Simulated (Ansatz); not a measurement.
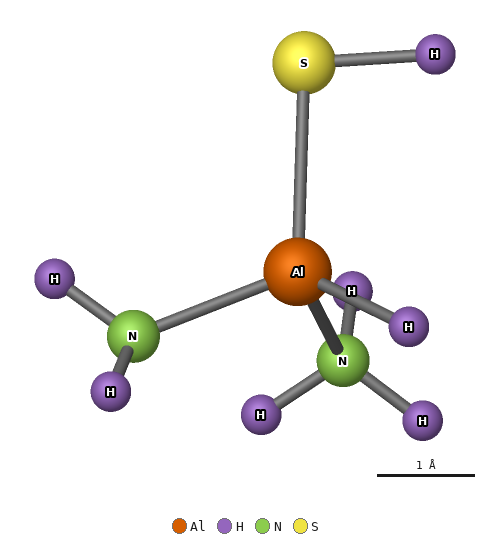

The structure as given in the input (ball-and-stick view, seen at a tilt). Sticks mark near contacts.

**Nudged elastic band of AlN$_{2}$H$_{7}$S (part 1 of 2)**

The run: nudged elastic band of AlN$_{2}$H$_{7}$S. Method and program: RKS PBE-D4/def2-SVP (Ansatz 0.2.0).

The run did not end well. It belongs to a series of runs on one base structure; here: band between the two ends.

The program's output:
```
Engine: ansatz 0.2.0, aarch64-unknown-linux-gnu
Functional definition: PBE
  parameter kappa = 0.804
  parameter beta = 0.06672455060314922
  exchange = pbe_x(kappa = kappa, mu = beta*pi^2/3)
  correlation = pbe_c(beta = beta)
1148 factors; their error is unknown
mean field evaluation 1: about -20495.6105 eV, gradient 8.2e1 eV
mean field evaluation 2: about -20444.4307 eV, gradient 1.5e2 eV
mean field evaluation 4: about -20508.8629 eV, gradient 1.5e1 eV
mean field evaluation 8: about -20509.2956 eV, gradient 3.2e-1 eV
mean field evaluation 16: about -20509.2333 eV, gradient 2.4e-4 eV
mean field -20509.23328441 eV, -753.7004215445 hartree, gradient 7.2e-5 eV, S^2 0.000000; 0 other end points of the search recorded, 0 dependent functions left out
the calculation of the forces begins
reference -20509.23332492 eV, -753.7004230331 hartree; 25, 25 occupied and 74, 74 virtual orbitals, 1148 factors
1148 factors; their error is unknown
mean field evaluation 32: about -20508.6398 eV, gradient 3.3e-3 eV
mean field -20508.63979968 eV, -753.6786113827 hartree, gradient 5.9e-5 eV, S^2 0.000000; 0 other end points of the search recorded, 0 dependent functions left out
[... from here on the field's lines of each further geometry are left out, up to the last ...]
NEB iter   1: max|band force component| = 2.095e1 eV/Å  barrier→ = 4.5116 eV  barrier← = 3.9041 eV  Δτ_max = 0.2000 Å  (311 SCF iters)
NEB iter   2: max|band force component| = 6.709e0 eV/Å  barrier→ = 3.2603 eV  barrier← = 2.6528 eV  Δτ_max = 0.0254 Å  (281 SCF iters)
NEB iter   3: max|band force component| = 4.919e0 eV/Å  barrier→ = 3.1802 eV  barrier← = 2.5727 eV  Δτ_max = 0.0444 Å  (277 SCF iters)
NEB iter   4: max|band force component| = 2.340e0 eV/Å  barrier→ = 3.0335 eV  barrier← = 2.4261 eV  Δτ_max = 0.0516 Å  (275 SCF iters)
NEB iter   5: max|band force component| = 2.150e0 eV/Å  barrier→ = 2.8426 eV  barrier← = 2.2351 eV  Δτ_max = 0.0083 Å  (273 SCF iters)
NEB iter   6: max|band force component| = 2.115e0 eV/Å  barrier→ = 2.7966 eV  barrier← = 2.1891 eV  Δτ_max = 0.0164 Å  (282 SCF iters)
NEB iter   7: max|band force component| = 2.033e0 eV/Å  barrier→ = 2.7105 eV  barrier← = 2.1030 eV  Δτ_max = 0.0240 Å  (275 SCF iters)
NEB iter   8: max|band force component| = 1.874e0 eV/Å  barrier→ = 2.5948 eV  barrier← = 1.9873 eV  Δτ_max = 0.0069 Å  (277 SCF iters)
NEB iter   9: max|band force component| = 1.818e0 eV/Å  barrier→ = 2.5640 eV  barrier← = 1.9565 eV  Δτ_max = 0.0136 Å  (272 SCF iters)
NEB iter  10: max|band force component| = 1.694e0 eV/Å  barrier→ = 2.5052 eV  barrier← = 1.8977 eV  Δτ_max = 0.0201 Å  (278 SCF iters)
NEB iter  11: max|band force component| = 1.479e0 eV/Å  barrier→ = 2.4238 eV  barrier← = 1.8164 eV  Δτ_max = 0.0262 Å  (275 SCF iters)
NEB iter  12: max|band force component| = 1.258e0 eV/Å  barrier→ = 2.3267 eV  barrier← = 1.7193 eV  Δτ_max = 0.0315 Å  (271 SCF iters)
NEB iter  13: max|band force component| = 1.160e0 eV/Å  barrier→ = 2.2211 eV  barrier← = 1.6137 eV  Δτ_max = 0.0365 Å  (269 SCF iters)
NEB iter  14: max|band force component| = 1.096e0 eV/Å  barrier→ = 2.1130 eV  barrier← = 1.5056 eV  Δτ_max = 0.0481 Å  (268 SCF iters)
NEB iter  15: max|band force component| = 1.101e0 eV/Å  barrier→ = 1.9961 eV  barrier← = 1.3886 eV  Δτ_max = 0.0064 Å  (265 SCF iters)
NEB iter  16: max|band force component| = 1.064e0 eV/Å  barrier→ = 1.9835 eV  barrier← = 1.3760 eV  Δτ_max = 0.0126 Å  (226 SCF iters)
NEB iter  17: max|band force component| = 9.995e-1 eV/Å  barrier→ = 1.9593 eV  barrier← = 1.3518 eV  Δτ_max = 0.0188 Å  (267 SCF iters)
NEB iter  18: max|band force component| = 9.576e-1 eV/Å  barrier→ = 1.9250 eV  barrier← = 1.3175 eV  Δτ_max = 0.0248 Å  (268 SCF iters)
NEB iter  19: max|band force component| = 9.200e-1 eV/Å  barrier→ = 1.8824 eV  barrier← = 1.2749 eV  Δτ_max = 0.0303 Å  (266 SCF iters)
NEB iter  20: max|band force component| = 8.329e-1 eV/Å  barrier→ = 1.8339 eV  barrier← = 1.2264 eV  Δτ_max = 0.0051 Å  (261 SCF iters)
NEB iter  21: max|band force component| = 8.156e-1 eV/Å  barrier→ = 1.8263 eV  barrier← = 1.2188 eV  Δτ_max = 0.0101 Å  (201 SCF iters)
NEB iter  22: max|band force component| = 8.156e-1 eV/Å  barrier→ = 1.8115 eV  barrier← = 1.2041 eV  Δτ_max = 0.0150 Å  (232 SCF iters)
NEB iter  23: max|band force component| = 8.175e-1 eV/Å  barrier→ = 1.7903 eV  barrier← = 1.1828 eV  Δτ_max = 0.0198 Å  (263 SCF iters)
NEB iter  24: max|band force component| = 8.155e-1 eV/Å  barrier→ = 1.7635 eV  barrier← = 1.1560 eV  Δτ_max = 0.0244 Å  (266 SCF iters)
NEB iter  25: max|band force component| = 8.008e-1 eV/Å  barrier→ = 1.7409 eV  barrier← = 1.1335 eV  Δτ_max = 0.0287 Å  (263 SCF iters)
NEB iter  26: max|band force component| = 7.749e-1 eV/Å  barrier→ = 1.7171 eV  barrier← = 1.1097 eV  Δτ_max = 0.0363 Å  (263 SCF iters)
NEB iter  27: max|band force component| = 7.316e-1 eV/Å  barrier→ = 1.6903 eV  barrier← = 1.0828 eV  Δτ_max = 0.0451 Å  (267 SCF iters)
NEB iter  28: max|band force component| = 6.676e-1 eV/Å  barrier→ = 1.6615 eV  barrier← = 1.0540 eV  Δτ_max = 0.0548 Å  (267 SCF iters)
NEB iter  29: max|band force component| = 5.805e-1 eV/Å  barrier→ = 1.6323 eV  barrier← = 1.0248 eV  Δτ_max = 0.0650 Å  (267 SCF iters)
NEB iter  30: max|band force component| = 4.683e-1 eV/Å  barrier→ = 1.6042 eV  barrier← = 0.9968 eV  CI = image 4  Δτ_max = 0.0748 Å  (263 SCF iters)
NEB iter  31: max|band force component| = 4.252e-1 eV/Å  barrier→ = 1.5813 eV  barrier← = 0.9738 eV  CI = image 4  Δτ_max = 0.0067 Å  (262 SCF iters)
NEB iter  32: max|band force component| = 4.158e-1 eV/Å  barrier→ = 1.5799 eV  barrier← = 0.9725 eV  CI = image 4  Δτ_max = 0.0132 Å  (218 SCF iters)
NEB iter  33: max|band force component| = 4.328e-1 eV/Å  barrier→ = 1.5782 eV  barrier← = 0.9708 eV  CI = image 4  Δτ_max = 0.0197 Å  (234 SCF iters)
NEB iter  34: max|band force component| = 4.240e-1 eV/Å  barrier→ = 1.5772 eV  barrier← = 0.9698 eV  CI = image 4  Δτ_max = 0.0258 Å  (253 SCF iters)
NEB iter  35: max|band force component| = 3.699e-1 eV/Å  barrier→ = 1.5778 eV  barrier← = 0.9703 eV  CI = image 4  Δτ_max = 0.0313 Å  (262 SCF iters)
NEB iter  36: max|band force component| = 3.389e-1 eV/Å  barrier→ = 1.5804 eV  barrier← = 0.9729 eV  CI = image 4  Δτ_max = 0.0361 Å  (258 SCF iters)
NEB iter  37: max|band force component| = 3.416e-1 eV/Å  barrier→ = 1.5856 eV  barrier← = 0.9781 eV  CI = image 4  Δτ_max = 0.0444 Å  (259 SCF iters)
NEB iter  38: max|band force component| = 3.064e-1 eV/Å  barrier→ = 1.5950 eV  barrier← = 0.9875 eV  CI = image 4  Δτ_max = 0.0530 Å  (263 SCF iters)
NEB iter  39: max|band force component| = 2.941e-1 eV/Å  barrier→ = 1.6095 eV  barrier← = 1.0020 eV  CI = image 4  Δτ_max = 0.0613 Å  (264 SCF iters)
NEB iter  40: max|band force component| = 3.059e-1 eV/Å  barrier→ = 1.6285 eV  barrier← = 1.0211 eV  CI = image 4  Δτ_max = 0.0065 Å  (263 SCF iters)
NEB iter  41: max|band force component| = 2.737e-1 eV/Å  barrier→ = 1.6298 eV  barrier← = 1.0223 eV  CI = image 4  Δτ_max = 0.0127 Å  (218 SCF iters)
NEB iter  42: max|band force component| = 2.265e-1 eV/Å  barrier→ = 1.6334 eV  barrier← = 1.0259 eV  CI = image 4  Δτ_max = 0.0184 Å  (247 SCF iters)
NEB iter  43: max|band force component| = 2.046e-1 eV/Å  barrier→ = 1.6398 eV  barrier← = 1.0323 eV  CI = image 4  Δτ_max = 0.0232 Å  (246 SCF iters)
NEB iter  44: max|band force component| = 1.760e-1 eV/Å  barrier→ = 1.6488 eV  barrier← = 1.0413 eV  CI = image 4  Δτ_max = 0.0267 Å  (260 SCF iters)
NEB iter  45: max|band force component| = 1.791e-1 eV/Å  barrier→ = 1.6600 eV  barrier← = 1.0526 eV  CI = image 4  Δτ_max = 0.0291 Å  (261 SCF iters)
NEB iter  46: max|band force component| = 1.802e-1 eV/Å  barrier→ = 1.6723 eV  barrier← = 1.0649 eV  CI = image 4  Δτ_max = 0.0362 Å  (263 SCF iters)
NEB iter  47: max|band force component| = 1.739e-1 eV/Å  barrier→ = 1.6835 eV  barrier← = 1.0761 eV  CI = image 4  Δτ_max = 0.0450 Å  (266 SCF iters)
NEB iter  48: max|band force component| = 2.122e-1 eV/Å  barrier→ = 1.6874 eV  barrier← = 1.0800 eV  CI = image 4  Δτ_max = 0.0547 Å  (260 SCF iters)
NEB iter  49: max|band force component| = 5.352e-1 eV/Å  barrier→ = 1.6752 eV  barrier← = 1.0678 eV  CI = image 4  Δτ_max = 0.0202 Å  (262 SCF iters)
NEB iter  50: max|band force component| = 1.528e0 eV/Å  barrier→ = 1.6721 eV  barrier← = 1.0646 eV  CI = image 4  Δτ_max = 0.0142 Å  (266 SCF iters)
NEB iter  51: max|band force component| = 2.032e-1 eV/Å  barrier→ = 1.6695 eV  barrier← = 1.0620 eV  CI = image 4  Δτ_max = 0.0138 Å  (254 SCF iters)
NEB iter  52: max|band force component| = 1.176e0 eV/Å  barrier→ = 1.6686 eV  barrier← = 1.0611 eV  CI = image 4  Δτ_max = 0.0027 Å  (253 SCF iters)
NEB iter  53: max|band force component| = 9.279e-1 eV/Å  barrier→ = 1.6680 eV  barrier← = 1.0606 eV  CI = image 4  Δτ_max = 0.0049 Å  (198 SCF iters)
NEB iter  54: max|band force component| = 4.727e-1 eV/Å  barrier→ = 1.6672 eV  barrier← = 1.0598 eV  CI = image 4  Δτ_max = 0.0060 Å  (232 SCF iters)
NEB iter  55: max|band force component| = 1.719e-1 eV/Å  barrier→ = 1.6665 eV  barrier← = 1.0590 eV  CI = image 4  Δτ_max = 0.0005 Å  (241 SCF iters)
NEB iter  56: max|band force component| = 1.704e-1 eV/Å  barrier→ = 1.6663 eV  barrier← = 1.0589 eV  CI = image 4  Δτ_max = 0.0009 Å  (168 SCF iters)
NEB iter  57: max|band force component| = 1.676e-1 eV/Å  barrier→ = 1.6660 eV  barrier← = 1.0586 eV  CI = image 4  Δτ_max = 0.0014 Å  (192 SCF iters)
NEB iter  58: max|band force component| = 1.646e-1 eV/Å  barrier→ = 1.6656 eV  barrier← = 1.0581 eV  CI = image 4  Δτ_max = 0.0019 Å  (189 SCF iters)
NEB iter  59: max|band force component| = 1.659e-1 eV/Å  barrier→ = 1.6650 eV  barrier← = 1.0575 eV  CI = image 4  Δτ_max = 0.0024 Å  (194 SCF iters)
the calculation of the forces begins
reference -20508.52545951 eV, -753.6744094593 hartree; 25, 25 occupied and 74, 74 virtual orbitals, 1148 factors
these checks for a lower state are left out or cut short: starts, cluster_reference, orbital_swaps, neighbouring_geometries, increment
1148 factors; their error is unknown
mean field evaluation 3776: about -20508.6070 eV, gradient 9.8e-6 eV
mean field -20508.60696247 eV, -753.6774046378 hartree, gradient 9.8e-6 eV, S^2 0.000000; 0 other end points of the search recorded, 0 dependent functions left out
the calculation of the forces begins
reference -20508.60700261 eV, -753.6774061128 hartree; 25, 25 occupied and 74, 74 virtual orbitals, 1148 factors
NEB iter  60: max|band force component| = 1.673e-1 eV/Å  barrier→ = 1.6643 eV  barrier← = 1.0568 eV  CI = image 4  Δτ_max = 0.0029 Å  (195 SCF iters)
```

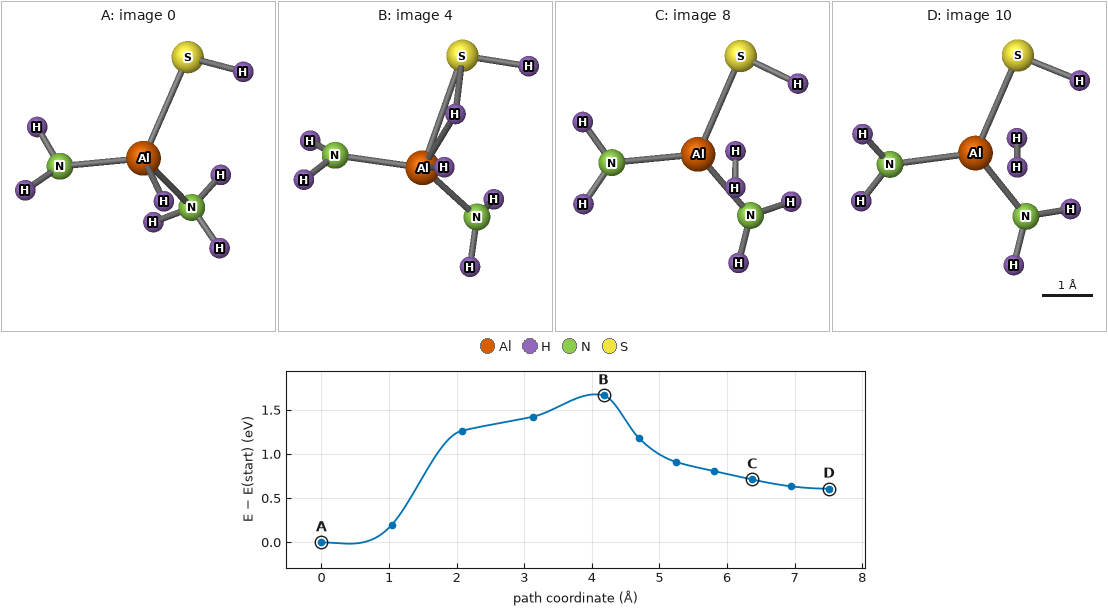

Images of the last band (counted from 0; ball-and-stick, seen at a tilt) above the energy along the path; the line is a cubic interpolation that uses the forces. The highest image is number 4, 1.664 eV above the start and 1.057 eV above the end (the climbing image); the end lies 0.607 eV above the start. The path is 7.51 Å long. The band had not converged after 60 iterations.

```
Unfinished report: {"positions_ang":[[0.0391693970818011,0.2964857570051063,-0.05565785569163279],[-0.1535256908108181,-0.29947192950266793,1.5471934997053114],[1.6953230082795312,0.03149852664480819,-0.7169532231766196],[1.9516543062484046,-0.8555118595148682,-1.1615253242053825],[2.1787619449054327,0.7861548323361582,-1.2109870860205443],[-1.6142467454136173,0.17633292498639547,-0.750283208633175],[-2.216002431045318,-0.6435693554648045,-0.6541290173376668],[-1.8734321624722934,0.6908675025685581,-1.595780897040061],[-0.11249144905364465,2.386669673402259,1.1671201302362322],[1.149491664928876,2.4624388440024325,1.6798144457463995],[-0.21640386264835407,0.8392070735366253,1.7005885264171392]],"unchecked":["starts","cluster_reference","orbital_swaps","neighbouring_geometries","increment"],"mean_field":{"relativity":"none","state":{"energy":{"ev":-20507.566576563644,"hartree":-753.6391711608314},"converged":true,"gradient_ev":7.10862672637664e-6,"stability":{"kind":"minimum","curvature_ev":75.72557950392418},"curvature_floor_ev":0.00030000000000000003,"spin_squared":1.4210854715202004e-14},"others":[],"fillings":{"estimated":0,"unestimated":0,"tried":0,"untried":0,"excluded_magnetic_sites":0},"n_dropped_functions":0,"n_trapped_functions":0,"passes":{"evaluations":3,"products":19},"factors":{"origin":"density fitting in generated functions","count":1148,"bound_ev":null},"gradient_stop_ev":0.00009,"reference_kind":"stationary","functional":{"name":"PBE","citations":["Perdew, Burke & Ernzerhof, Phys. Rev. Lett. 77, 3865 (1996) doi:10.1103/PhysRevLett.77.3865"],"text":"name \"PBE\"\ncite \"Perdew, Burke & Ernzerhof, Phys. Rev. Lett. 77, 3865 (1996) doi:10.1103/PhysRevLett.77.3865\"\nparent pbe\nparameter kappa = 0.804\nparameter beta = 0.06672455060314922\nexchange = pbe_x(kappa = kappa, mu = beta*pi^2/3)\ncorrelation = pbe_c(beta = beta)\n","parameters":{"beta":{"value":0.06672455060314922,"default":0.06672455060314922},"kappa":{"value":0.804,"default":0.804}},"final_grid":{"core_spheres":13.0,"valence_spheres":11.0,"degree":36.0},"final_grid_parameter_source":"default","radial_points_factor":1.0,"radial_grid_error_ev":3.125828648923977e-7,"grid_sensitivity":"normal","grid_sensitivity_ratio":0.001870803151768979},"unsmoothed_excess_ev":-0.00004200177995453188,"symmetry":{"irreps":["A"],"axes":[[0.9997593766947076,0.013036097086970415,0.017642247128674637],[-0.013414802312264674,0.999678404251313,0.021520482161684708],[-0.01735603036218263,-0.02175197108971076,0.9996127349947977]],"occupied":[{"A":25},{"A":25}]},"density_repulsion":{"missed_ev":0.00008505660131054948,"excess_ev":0.00008505660131054948,"most_excess_ev":0.00065,"are_drawn_again":false,"n_first_factors":1148,"energy_change_ev":0.0,"n_dropped_ends":0},"direct_passes":"host"},"factors":{"origin":"density fitting in generated functions","count":1148,"bound_ev":null},"n_frozen":0,"n_occupied":[25,25],"n_virtual":[74,74],"reference":{"ev":-20507.566576563644,"hartree":-753.6391711608314},"dispersion":{"energy":{"ev":-0.22122848370546652,"hartree":-0.00812999682212383},"switches_in_reach":[]},"total":{"ev":-20507.78780504735,"hartree":-753.6473011576535},"forces_ev_per_angstrom":[[-0.021375040246091433,0.17142006684591482,-0.00362221154766195],[-0.01815403964596164,0.08836115055702229,0.08740189152172795],[-0.04092086453885342,0.031099171729761746,0.003780305892699065],[-0.03556735301416174,0.01065830762874763,0.027752807530743648],[0.06271723126943797,0.042027687939994986,0.03241129913604436],[0.01516914353638174,-0.028022676852178942,-0.045382798324793035],[-0.034171524453763064,-0.005936500125747457,0.01990986984404211],[-0.013814056975399683,-0.043301697904987134,-0.04048507909883952],[0.023888900175015677,0.009459699346835847,-0.036134456467535714],[0.061740842227862934,-0.03971347814197096,-0.07563744305297149],[0.00048676166365255115,-0.23605173101704197,0.030005814568237248]],"charge_distribution":{"dipole_moment_e_ang":[0.15402893469993378,-0.10223464531549452,-0.2399428580181106],"mulliken_charges_e":[0.43654201729344067,-0.15222920471451795,-0.3862014985642883,0.11964597789678866,0.11599818744799661,-0.3764741275101011,0.11781569828046712,0.11632311871612744,-0.21445264864029312,0.09786070704347205,0.12517177275093638],"lowdin_charges_e":[-0.21721273686591402,-0.06040148712982574,0.014616410807782643,0.008089641398797087,0.006145023260809013,0.02509756617803216,0.006467351060451265,0.005025519285888347,0.14641116982011937,-0.0020119187290781326,0.06777346091293424]},"n_threads":2,"memory_gib":2.556818182580173,"seconds":{"hamiltonian":1.454269278,"orbitals":0.0,"second_order":0.0,"solver_start":0.0,"cycles":0.0,"cycle":0.0,"perturbative":0.0,"full_ci_increment":0.0,"forces":0.0}}
this run last wrote the band of iteration 60 to [file]
Error: NEB band did not converge after 60 iterations: max|band force component| = 1.67e-1 eV/Å (threshold 5.0e-2); raise `neb.max_iterations` in a new run, which can start from the last band evaluated (`neb.initial_path`, with `crystal.atoms` and `neb.final_atoms` set to its first and last images), add images, or start from endpoints closer to local minima. Where this run's directory can be resumed (`checkpoint.write`), a resume goes on for up to `neb.max_iterations` more; to start a new run from the last band, take its images' positions from the `neb_iteration` event of iteration 60 (`data.images[].positions_ang`), in the event stream of the run that computed that iteration (not this run's, if it was resumed behind it). With `checkpoint.write`, `steps/00-neb/state/checkpoint.json` in the run directory holds the last saved band, under `neb.evaluated.images[].positions_ang` (a band under a hybrid functional on support functions is neither saved nor resumed: `neb.initial_path` says where its path is): check the last entry of `neb.iterations` there, which is earlier than 60 if that iteration was not saved or its write failed. If the band's step has no `state` directory and holds `state.next`, a write was cut short, and the file is under `state.next` instead (behind a loss of power it can be under `state.prev`)
this run wrote the band of iteration 60 to [file] as well, whether or not its events were kept: a new run's `neb.initial_path` can list its `images[].positions_ang`
a run's events are kept only if it was started with --events-out <file>, and are in that file
```
